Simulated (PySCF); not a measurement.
**C3H8O2Si: NMR shifts and electronic excitations at several levels of theory**

How much do the NMR shifts and electronic excitations of C3H8O2Si (`C/C=C\O[SiH2]O`) depend on the level of theory, and what does each level cost?

Programs: PySCF 2.14.0, with density-fitted response routines of our own. Each step states its level of theory. These are calculated values for one molecule in the gas phase, unless marked as measured. Atoms count from 0, in the outputs and in this text.

## Step 1: The starting structure

14 atoms, charge 0, multiplicity 1; geometry from: GFN2-xTB. The atoms were then displaced at random by about 0.01 Å, so the start is not that level's minimum.

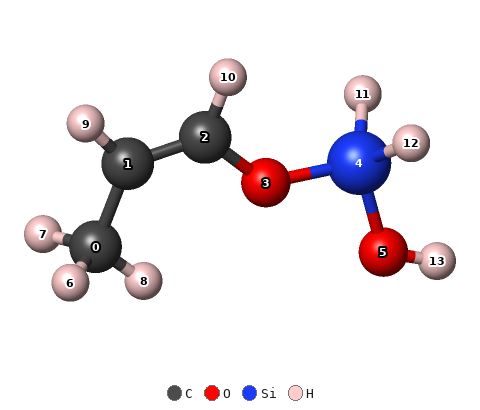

As it starts; carbon dark grey, oxygen red, silicon blue, hydrogen pink, atoms numbered; sticks join atoms by distance.

## Step 2: Geometry optimisation at PBE0-D3(BJ)/def2-SVP

Job settings and geometry (Å):

```
{"job": {"xc": "PBE0", "basis": "def2-SVP", "d3": "d3bj", "grid": 1, "shake": 0.01, "kind": "geom"}, "charge": 0, "multiplicity": 1}
C     -2.280120    -0.499940    -0.105380
C     -1.632450     0.841750     0.065670
C     -0.332690     1.007690     0.122770
O      0.586150    -0.018450     0.044110
Si     2.162620    -0.070000    -0.011240
O      2.377480    -1.662270    -0.017550
H     -2.983800    -0.661790     0.710890
H     -2.856770    -0.480340    -1.042510
H     -1.563160    -1.264110    -0.119480
H     -2.262080     1.714780     0.155290
H      0.122040     1.988100     0.266810
H      2.686980     0.560670    -1.212870
H      2.727880     0.559650     1.179390
H      3.240750    -2.030800    -0.043670
```

Run with:

```
$ OMP_NUM_THREADS=1 python probes_run.py task.json out
```

This one command runs all jobs of the session in turn.

Standard output:

```text
step   0  E = -558.39689811  max force = 0.078156
step   1  E = -558.40805271  max force = 0.016693
step   2  E = -558.40835979  max force = 0.007433
step   3  E = -558.40895874  max force = 0.001608
step   4  E = -558.40903367  max force = 0.002464
step   5  E = -558.40918853  max force = 0.001632
step   6  E = -558.40939776  max force = 0.002876
step   7  E = -558.40971657  max force = 0.003089
step   8  E = -558.41001447  max force = 0.003157
step   9  E = -558.41025650  max force = 0.003013
step  10  E = -558.41045693  max force = 0.004567
step  11  E = -558.41068111  max force = 0.003616
step  12  E = -558.41112781  max force = 0.002289
step  13  E = -558.41180548  max force = 0.006636
step  14  E = -558.41243914  max force = 0.016029
step  15  E = -558.41342814  max force = 0.009233
step  16  E = -558.41457747  max force = 0.006573
step  17  E = -558.41496552  max force = 0.003809
step  18  E = -558.41514865  max force = 0.002259
step  19  E = -558.41520071  max force = 0.000921
step  20  E = -558.41522776  max force = 0.000341
step  21  E = -558.41523786  max force = 0.000452
step  22  E = -558.41524320  max force = 0.000634
step  23  E = -558.41525175  max force = 0.000568
step  24  E = -558.41525949  max force = 0.000275
optimisation converged
```

Run time: 1.8 min. Hardware: 1 thread of Intel Xeon 6975P-C, shared host; peak memory 0.53 GiB.

The steps of the relaxation:

| step | energy from step 0 (eV) | largest force component (eV/Å) |
| --- | --- | --- |
| 0 | 0.0000 | 4.0189 |
| 1 | -0.3035 | 0.8584 |
| 2 | -0.3119 | 0.3822 |
| 3 | -0.3282 | 0.0827 |
| 4 | -0.3302 | 0.1267 |
| 5 | -0.3344 | 0.0839 |
| 6 | -0.3401 | 0.1479 |
| 7 | -0.3488 | 0.1588 |
| 8 | -0.3569 | 0.1623 |
| 9 | -0.3635 | 0.1549 |
| 10 | -0.3690 | 0.2348 |
| 11 | -0.3751 | 0.1859 |
| 12 | -0.3872 | 0.1177 |
| 13 | -0.4057 | 0.3412 |
| 14 | -0.4229 | 0.8242 |
| 15 | -0.4498 | 0.4748 |
| 16 | -0.4811 | 0.3380 |
| 17 | -0.4916 | 0.1959 |
| 18 | -0.4966 | 0.1162 |
| 19 | -0.4980 | 0.0474 |
| 20 | -0.4988 | 0.0175 |
| 21 | -0.4991 | 0.0232 |
| 22 | -0.4992 | 0.0326 |
| 23 | -0.4994 | 0.0292 |
| 24 | -0.4996 | 0.0141 |

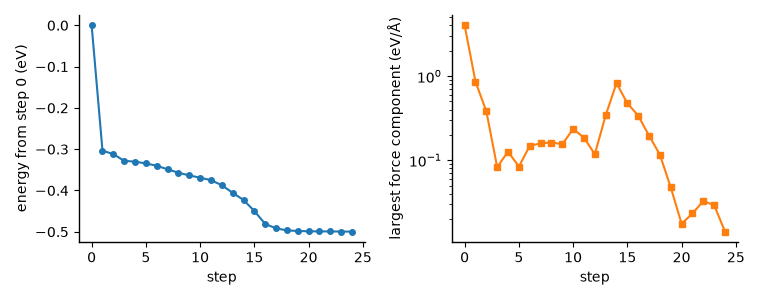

Energy and force, step by step.

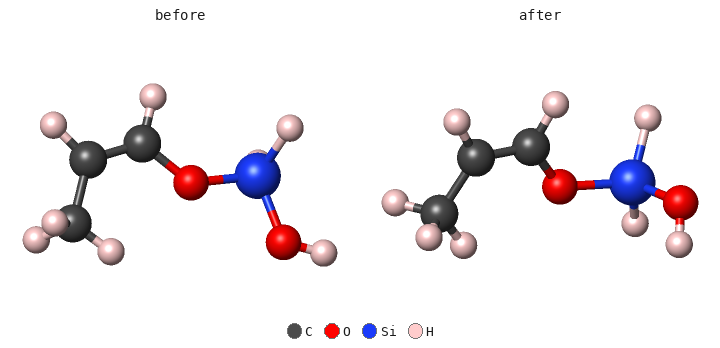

The geometry before (left) and after (right).

Distances of close pairs at the start and the end, largest changes first:

| bond | before (Å) | after (Å) | change (Å) |
| --- | --- | --- | --- |
| O3–Si4 | 1.578 | 1.670 | +0.092 |
| C0–H8 | 1.048 | 1.098 | +0.051 |
| Si4–O5 | 1.607 | 1.655 | +0.048 |
| Si4–H11 | 1.455 | 1.486 | +0.031 |
| Si4–H12 | 1.461 | 1.485 | +0.025 |
| C1–C2 | 1.312 | 1.336 | +0.024 |
| O5–H13 | 0.939 | 0.962 | +0.023 |
| C2–O3 | 1.380 | 1.358 | -0.021 |

The end geometry stands in the next job.

| at the end point | value |
| --- | --- |
| point group (found at 0.08 Å tolerance) | C1 |
| rotational constants (GHz, main isotopes) | 7.721, 1.230, 1.228 |
| dipole moment (D) | 0.88 |

## Step 3: Shielding tensors: PBE0/6-31G*

Job settings and geometry (Å):

```
{"job": {"kind": "nmr", "xc": "PBE0", "basis": "6-31G*", "pop": true}, "charge": 0, "multiplicity": 1}
C     -2.341066    -0.209816    -0.364096
C     -1.498765     0.694688     0.470218
C     -0.166033     0.767440     0.418140
O      0.579381     0.012767    -0.430534
Si     2.242775    -0.138034    -0.405838
O      2.774335    -1.115411     0.819198
H     -2.939798    -0.892480     0.262115
H     -3.056580     0.362788    -0.977762
H     -1.719690    -0.815290    -1.037870
H     -1.993097     1.362206     1.182272
H      0.392473     1.460610     1.060908
H      2.568036    -0.692329    -1.745184
H      2.858725     1.186835    -0.138188
H      2.520446    -2.042590     0.787944
```

Level: GIAO PBE0/6-31G* NMR shielding, non-relativistic, gas phase.

Standard output:

```text
coarse grid: 12016 points
cycle   1  E = -558.5769123786  dE =  6.532e-01  |g| = 8.755e-01  |ddm| = 3.337e+00
cycle   2  E = -558.4022987972  dE =  1.746e-01  |g| = 1.289e+00  |ddm| = 1.708e+00
cycle   3  E = -558.7269144359  dE = -3.246e-01  |g| = 8.046e-02  |ddm| = 1.106e+00
cycle   4  E = -558.7279740641  dE = -1.060e-03  |g| = 4.134e-02  |ddm| = 1.031e-01
cycle   5  E = -558.7283707022  dE = -3.966e-04  |g| = 1.480e-02  |ddm| = 4.806e-02
cycle   6  E = -558.7284223069  dE = -5.160e-05  |g| = 4.571e-03  |ddm| = 1.631e-02
cycle   7  E = -558.7284271942  dE = -4.887e-06  |g| = 8.353e-04  |ddm| = 4.352e-03
final grid: 110944 points
cycle   8  E = -558.6666796192  dE = -1.358e-05  |g| = 7.749e-03  |ddm| = 1.503e-02
cycle   9  E = -558.6666692101  dE =  1.041e-05  |g| = 1.059e-02  |ddm| = 1.473e-02
cycle  10  E = -558.6666929525  dE = -2.374e-05  |g| = 1.405e-03  |ddm| = 8.900e-03
cycle  11  E = -558.6666934176  dE = -4.651e-07  |g| = 1.906e-04  |ddm| = 1.327e-03
cycle  12  E = -558.6666934234  dE = -5.726e-09  |g| = 1.022e-04  |ddm| = 2.184e-04
cycle  13  E = -558.6666934257  dE = -2.310e-09  |g| = 1.619e-05  |ddm| = 9.472e-05
cycle  14  E = -558.6666934257  dE = -5.548e-11  |g| = 3.782e-06  |ddm| = 1.718e-05
converged SCF energy = -558.6666934257

GIAO shielding tensors (ppm)
atom      isotropic    diamagn.    paramagn.     s11        s22        s33       span
  0 C      183.053     249.787     -66.734    168.381    189.507    191.273     22.892
  1 C       92.698     254.132    -161.434      1.658    111.935    164.502    162.844
  2 C       59.613     252.223    -192.610    -31.341     91.654    118.526    149.866
  3 O      203.141     396.411    -193.270    130.476    154.140    324.807    194.331
  4 Si     423.138     880.565    -457.427    417.014    421.348    431.052     14.038
  5 O      276.685     389.394    -112.709    231.301    287.129    311.626     80.325
  6 H       30.767      29.465       1.302     26.941     28.299     37.060     10.119
  7 H       30.747      28.980       1.767     26.829     28.246     37.166     10.338
  8 H       29.674      31.415      -1.741     24.796     30.928     33.299      8.503
  9 H       27.463      29.747      -2.285     24.961     28.147     29.281      4.320
 10 H       25.580      30.281      -4.701     22.191     25.636     28.915      6.724
 11 H       26.845      29.447      -2.602     23.128     25.210     32.196      9.068
 12 H       26.810      29.050      -2.240     23.492     25.073     31.866      8.374
 13 H       30.292      28.814       1.478     23.405     26.138     41.333     17.928
```

Wall time 7.3 s (1 thread of Intel Xeon 6975P-C, shared host); peak memory 0.59 GiB.

The references, computed at this level on geometries of the same kind, shield at (ppm): 1H TMS 31.96, 13C TMS 194.1, 29Si TMS 418.1, 17O H2O 324.2. Their shielding less the atom's gives the shift. The references are single molecules in the gas phase, so shifts against H2O, NH3, PH3, H3PO4 or CFCl3 are not on the usual liquid scales and can be off by tens of ppm. Atoms listed in one row are averaged.

| atoms | environment | σ (ppm) | δ (ppm) |
| --- | --- | --- | --- |
| C2 | alkene carbon bearing oxygen | 59.6 | 134.5 |
| C1 | β carbon of an enol-ether or enamine type C=C | 92.7 | 101.4 |
| C0 | allylic methyl carbon | 183.1 | 11.1 |
| H10 | hydrogen on an alkene carbon bearing oxygen | 25.58 | 6.38 |
| H11, H12 | hydrogen on a silicon bonded to 2 O | 26.83 | 5.14 |
| H9 | hydrogen on a β carbon of an enol-ether or enamine type C=C | 27.46 | 4.50 |
| H13 | hydrogen on an oxygen bonded to Si | 30.29 | 1.67 |
| H6, H7, H8 | hydrogen on an allylic methyl carbon | 30.40 | 1.57 |
| O3 | oxygen bonded to C, Si | 203.1 | 121.0 |
| O5 | oxygen bonded to Si, H | 276.7 | 47.5 |
| Si4 | silicon bonded to 2 O, 2 H | 423.1 | -5.0 |

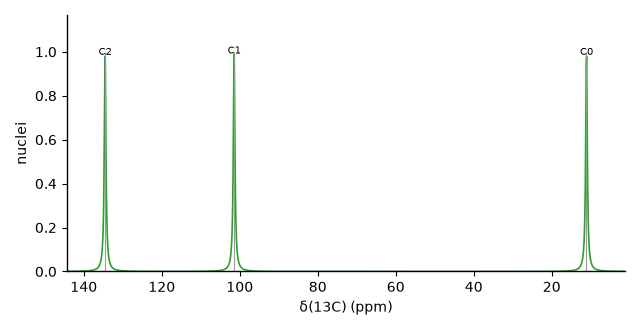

13C lines at the computed shifts, without couplings. Lines are broadened to a width of 0.49 ppm (Lorentzian).

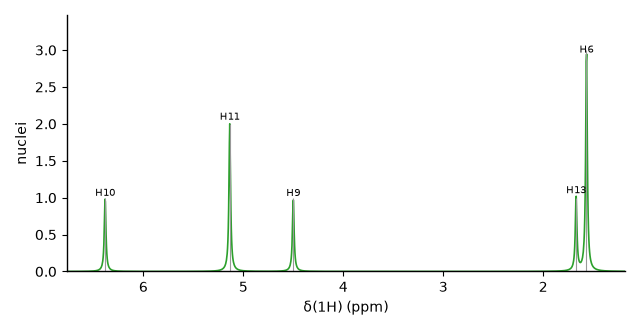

1H lines at the computed shifts, without couplings. Lines are broadened to a width of 0.02 ppm (Lorentzian).

Charges from the same density, by scheme (e):

| atoms | Mulliken | IAO | Hirshfeld | ESP fit |
| --- | --- | --- | --- | --- |
| C0 | -0.57 | -0.42 | -0.10 | -0.16 |
| C1 | -0.19 | -0.19 | -0.08 | -0.09 |
| C2 | 0.11 | 0.04 | 0.01 | -0.23 |
| O3 | -0.57 | -0.59 | -0.21 | -0.21 |
| Si4 | 0.81 | 1.16 | 0.43 | 0.64 |
| O5 | -0.73 | -0.77 | -0.30 | -0.66 |

Hirshfeld charges:

C0 -0.10; C1 -0.08; C2 0.01; O3 -0.21; Si4 0.43; O5 -0.30; H6 0.04; H7 0.04; H8 0.04; H9 0.04; H10 0.05; H11 -0.07; H12 -0.07; H13 0.19

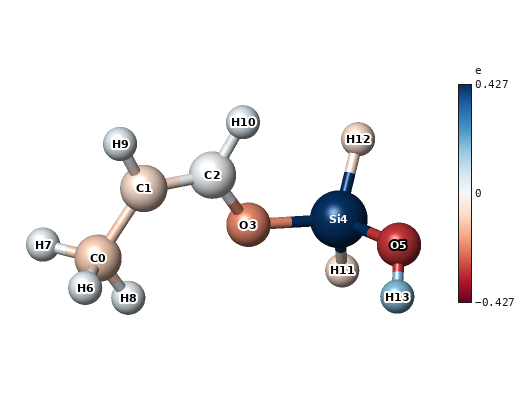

Hirshfeld charges, as colours on the atoms.

Mayer bond orders: C0–C1 1.02, C1–C2 1.90, C2–O3 0.95, O3–Si4 0.96, Si4–O5 1.08.

## Step 4: Shielding tensors: PBE0/6-311+G(2d,p)

Same as in step 3 but for these lines:

```diff
@@ -1,2 +1,2 @@
-{"job": {"kind": "nmr", "xc": "PBE0", "basis": "6-31G*", "pop": true}, "charge": 0, "multiplicity": 1}
+{"job": {"kind": "nmr", "xc": "PBE0", "basis": "6-311+G(2d,p)", "pop": true}, "charge": 0, "multiplicity": 1}
 C     -2.341066    -0.209816    -0.364096
```

With the program's defaults for keys left out, this is: GIAO PBE0/6-311+G(2d,p) NMR shielding, non-relativistic, gas phase.

Standard output:

```text
coarse grid: 12016 points
cycle   1  E = -558.6355955663  dE =  6.376e-01  |g| = 9.243e-01  |ddm| = 3.250e+00
cycle   2  E = -558.4102786942  dE =  2.253e-01  |g| = 1.434e+00  |ddm| = 3.423e+00
cycle   3  E = -558.7885126147  dE = -3.782e-01  |g| = 9.765e-02  |ddm| = 2.729e+00
cycle   4  E = -558.7897643081  dE = -1.252e-03  |g| = 5.532e-02  |ddm| = 1.240e-01
cycle   5  E = -558.7904612563  dE = -6.969e-04  |g| = 1.806e-02  |ddm| = 6.013e-02
cycle   6  E = -558.7905333232  dE = -7.207e-05  |g| = 5.698e-03  |ddm| = 1.687e-02
cycle   7  E = -558.7905402817  dE = -6.959e-06  |g| = 1.208e-03  |ddm| = 6.635e-03
final grid: 110944 points
cycle   8  E = -558.7974680071  dE = -4.089e-05  |g| = 9.222e-03  |ddm| = 4.316e-02
cycle   9  E = -558.7974512034  dE =  1.680e-05  |g| = 1.303e-02  |ddm| = 2.024e-02
cycle  10  E = -558.7974833269  dE = -3.212e-05  |g| = 1.552e-03  |ddm| = 1.278e-02
cycle  11  E = -558.7974838276  dE = -5.007e-07  |g| = 3.859e-04  |ddm| = 1.619e-03
cycle  12  E = -558.7974838532  dE = -2.556e-08  |g| = 1.866e-04  |ddm| = 4.101e-04
cycle  13  E = -558.7974838605  dE = -7.320e-09  |g| = 2.510e-05  |ddm| = 1.639e-04
cycle  14  E = -558.7974838606  dE = -1.112e-10  |g| = 7.188e-06  |ddm| = 3.333e-05
converged SCF energy = -558.7974838606

GIAO shielding tensors (ppm)
atom      isotropic    diamagn.    paramagn.     s11        s22        s33       span
  0 C      176.596     244.105     -67.508    158.869    185.061    185.859     26.990
  1 C       76.090     255.081    -178.991    -28.237    100.025    156.482    184.720
  2 C       41.889     252.996    -211.107    -57.634     77.540    105.761    163.394
  3 O      186.956     405.010    -218.054    112.786    131.751    316.332    203.546
  4 Si     370.842     875.054    -504.212    365.324    369.568    377.635     12.311
  5 O      268.208     383.590    -115.382    217.838    287.390    299.396     81.558
  6 H       30.171      29.960       0.210     26.179     27.638     36.695     10.515
  7 H       30.161      29.793       0.368     26.058     27.628     36.798     10.740
  8 H       29.020      31.523      -2.503     24.648     30.009     32.402      7.755
  9 H       26.825      30.444      -3.620     24.606     26.777     29.090      4.483
 10 H       24.893      30.911      -6.019     21.821     24.201     28.656      6.835
 11 H       26.262      27.731      -1.469     22.824     24.600     31.363      8.539
 12 H       26.362      27.123      -0.761     23.300     24.667     31.119      7.820
 13 H       30.215      30.842      -0.627     23.532     25.931     41.182     17.651
```

Wall time 19 s (1 thread of Intel Xeon 6975P-C, shared host); peak memory 0.86 GiB.

Key values: δ C2 144.5, C1 110.3, C0 9.8, O3 139.6, H10 6.62, H11 5.20 ppm (means over like atoms).

## Step 5: Nuclear shieldings: PBE0/def2-SVP

Same as in step 4 but for these lines:

```diff
@@ -1,2 +1,2 @@
-{"job": {"kind": "nmr", "xc": "PBE0", "basis": "6-311+G(2d,p)", "pop": true}, "charge": 0, "multiplicity": 1}
+{"job": {"kind": "nmr", "xc": "PBE0", "basis": "def2-SVP", "pop": true}, "charge": 0, "multiplicity": 1}
 C     -2.341066    -0.209816    -0.364096
```

With the program's defaults for keys left out, this is: GIAO PBE0/def2-SVP NMR shielding, non-relativistic, gas phase.

Standard output:

```text
coarse grid: 12016 points
cycle   1  E = -558.1764510188  dE =  6.079e-01  |g| = 8.647e-01  |ddm| = 3.702e+00
cycle   2  E = -558.0051305211  dE =  1.713e-01  |g| = 1.276e+00  |ddm| = 1.858e+00
cycle   3  E = -558.3210404526  dE = -3.159e-01  |g| = 7.495e-02  |ddm| = 1.214e+00
cycle   4  E = -558.3219140467  dE = -8.736e-04  |g| = 4.061e-02  |ddm| = 1.025e-01
cycle   5  E = -558.3223030005  dE = -3.890e-04  |g| = 1.411e-02  |ddm| = 4.887e-02
cycle   6  E = -558.3223494260  dE = -4.643e-05  |g| = 4.558e-03  |ddm| = 1.641e-02
cycle   7  E = -558.3223542653  dE = -4.839e-06  |g| = 8.437e-04  |ddm| = 4.547e-03
final grid: 110944 points
cycle   8  E = -558.4063911584  dE = -1.502e-05  |g| = 8.558e-03  |ddm| = 1.953e-02
cycle   9  E = -558.4063763247  dE =  1.483e-05  |g| = 1.217e-02  |ddm| = 1.711e-02
cycle  10  E = -558.4064064789  dE = -3.015e-05  |g| = 1.376e-03  |ddm| = 1.070e-02
cycle  11  E = -558.4064069365  dE = -4.576e-07  |g| = 2.104e-04  |ddm| = 1.404e-03
cycle  12  E = -558.4064069441  dE = -7.598e-09  |g| = 1.005e-04  |ddm| = 2.516e-04
cycle  13  E = -558.4064069464  dE = -2.264e-09  |g| = 1.362e-05  |ddm| = 9.628e-05
cycle  14  E = -558.4064069464  dE = -4.093e-11  |g| = 3.794e-06  |ddm| = 1.871e-05
converged SCF energy = -558.4064069464

GIAO shielding tensors (ppm)
atom      isotropic    diamagn.    paramagn.     s11        s22        s33       span
  0 C      183.754     246.625     -62.872    168.986    190.585    191.690     22.705
  1 C       88.430     255.314    -166.884     -8.294    107.241    166.345    174.639
  2 C       56.099     254.950    -198.851    -39.972     89.982    118.287    158.259
  3 O      205.447     396.864    -191.417    136.088    149.898    330.356    194.268
  4 Si     440.220     881.216    -440.996    434.373    438.329    447.957     13.584
  5 O      285.545     384.576     -99.032    240.350    294.422    321.861     81.511
  6 H       30.122      28.648       1.474     26.115     27.440     36.811     10.697
  7 H       30.101      27.736       2.365     25.986     27.422     36.895     10.909
  8 H       29.019      32.510      -3.491     24.029     30.179     32.848      8.819
  9 H       26.915      31.183      -4.268     24.522     27.168     29.055      4.533
 10 H       25.182      32.427      -7.245     21.905     24.729     28.911      7.006
 11 H       26.551      29.680      -3.130     22.939     24.855     31.858      8.919
 12 H       26.607      29.315      -2.708     23.366     24.872     31.584      8.218
 13 H       29.739      31.582      -1.842     22.656     25.257     41.306     18.650
```

Run time: 8.9 s. Hardware: 1 thread of Intel Xeon 6975P-C, shared host; peak memory 0.65 GiB.

In short: δ C2 137.6, C1 105.3, C0 10.0, O3 137.6, H10 6.16, H11 4.76 ppm (means over like atoms).

## Step 6: NMR shieldings: PBE0/def2-TZVP

Same as in step 5 but for these lines:

```diff
@@ -1,2 +1,2 @@
-{"job": {"kind": "nmr", "xc": "PBE0", "basis": "def2-SVP", "pop": true}, "charge": 0, "multiplicity": 1}
+{"job": {"kind": "nmr", "xc": "PBE0", "basis": "def2-TZVP", "pop": true}, "charge": 0, "multiplicity": 1}
 C     -2.341066    -0.209816    -0.364096
```

Level: GIAO PBE0/def2-TZVP NMR shielding, non-relativistic, gas phase.

Standard output:

```text
coarse grid: 12016 points
cycle   1  E = -558.6786218921  dE =  6.292e-01  |g| = 9.284e-01  |ddm| = 2.739e+00
cycle   2  E = -558.4607692722  dE =  2.179e-01  |g| = 1.428e+00  |ddm| = 1.534e+00
cycle   3  E = -558.8327291595  dE = -3.720e-01  |g| = 9.357e-02  |ddm| = 1.077e+00
cycle   4  E = -558.8338661186  dE = -1.137e-03  |g| = 5.423e-02  |ddm| = 8.892e-02
cycle   5  E = -558.8345295460  dE = -6.634e-04  |g| = 1.800e-02  |ddm| = 4.399e-02
cycle   6  E = -558.8346019601  dE = -7.241e-05  |g| = 5.424e-03  |ddm| = 1.418e-02
cycle   7  E = -558.8346082956  dE = -6.335e-06  |g| = 1.094e-03  |ddm| = 4.352e-03
final grid: 110944 points
cycle   8  E = -558.8268071573  dE = -4.034e-05  |g| = 8.692e-03  |ddm| = 3.563e-02
cycle   9  E = -558.8267930038  dE =  1.415e-05  |g| = 1.216e-02  |ddm| = 1.126e-02
cycle  10  E = -558.8268213420  dE = -2.834e-05  |g| = 1.479e-03  |ddm| = 7.289e-03
cycle  11  E = -558.8268217976  dE = -4.556e-07  |g| = 3.323e-04  |ddm| = 1.186e-03
cycle  12  E = -558.8268218163  dE = -1.865e-08  |g| = 1.641e-04  |ddm| = 2.831e-04
cycle  13  E = -558.8268218219  dE = -5.570e-09  |g| = 2.558e-05  |ddm| = 1.072e-04
cycle  14  E = -558.8268218220  dE = -1.248e-10  |g| = 6.301e-06  |ddm| = 1.947e-05
converged SCF energy = -558.8268218220

GIAO shielding tensors (ppm)
atom      isotropic    diamagn.    paramagn.     s11        s22        s33       span
  0 C      176.102     243.719     -67.617    158.607    184.106    185.594     26.988
  1 C       75.564     256.107    -180.544    -29.735     99.693    156.732    186.467
  2 C       41.001     250.774    -209.773    -59.768     77.277    105.495    165.263
  3 O      185.112     388.754    -203.642    109.813    131.217    314.307    204.494
  4 Si     360.701     878.116    -517.415    354.608    360.077    367.418     12.809
  5 O      268.765     384.003    -115.238    217.103    291.547    297.644     80.540
  6 H       30.194      28.893       1.300     26.241     27.676     36.664     10.423
  7 H       30.174      28.467       1.707     26.112     27.644     36.765     10.653
  8 H       29.013      30.119      -1.106     24.605     30.022     32.411      7.806
  9 H       26.740      30.732      -3.991     24.594     26.673     28.954      4.360
 10 H       24.875      31.674      -6.799     21.913     24.188     28.523      6.610
 11 H       26.259      29.558      -3.299     22.867     24.673     31.237      8.370
 12 H       26.346      29.151      -2.805     23.317     24.711     31.010      7.693
 13 H       30.025      30.356      -0.331     23.295     25.679     41.100     17.805
```

Wall time 25 s (1 thread of Intel Xeon 6975P-C, shared host); peak memory 1 GiB.

Key values: δ C2 145.7, C1 111.1, C0 10.6, O3 147.5, H10 6.61, H11 5.18 ppm (means over like atoms).

(Part 1 of 2 ends here.)
